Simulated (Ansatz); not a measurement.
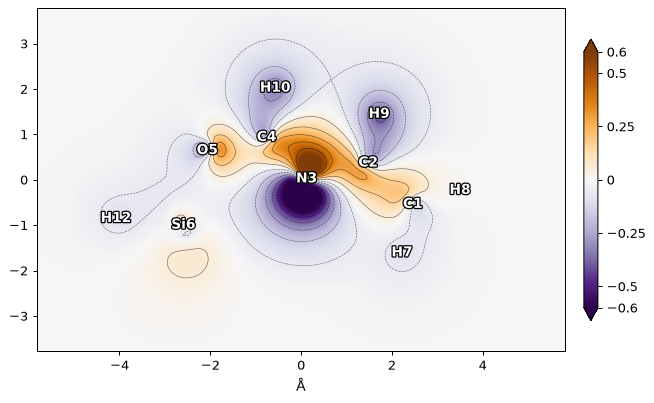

C₃H₇NOSi. The HOMO−1 on the plane of atoms O5, Si6 and H12 (values in Å⁻³ᐟ²; the overall sign is arbitrary).

The calculation used RKS B3LYP/def2-SVP (Ansatz).

```
atom    x (Å)    y (Å)    z (Å)
   C  -0.0622  -2.4696   1.0969
   C  -0.5927  -1.6664   0.1643
   N  -0.1749  -0.3502  -0.0207
   C  -0.7152   0.3621  -0.9265
   O  -0.3481   1.6260  -1.1391
  Si   0.8837   2.3433  -0.1784
   H   0.7314  -2.1091   1.7562
   H  -0.4126  -3.4968   1.2146
   H  -1.3939  -2.0440  -0.4934
   H  -1.5167   0.0273  -1.6101
   H   2.1747   1.6327  -0.3586
   H   0.9704   3.7159  -0.7390
   H   0.4767   2.3941   1.2485
```

What is the character of this orbital?

Answer. Its weight (Hirshfeld) is mainly on N3 (about 60 %), C2 (about 10 %), C4 (about 10 %) and H9 (about 5 %). Its energy is −7.63 eV.
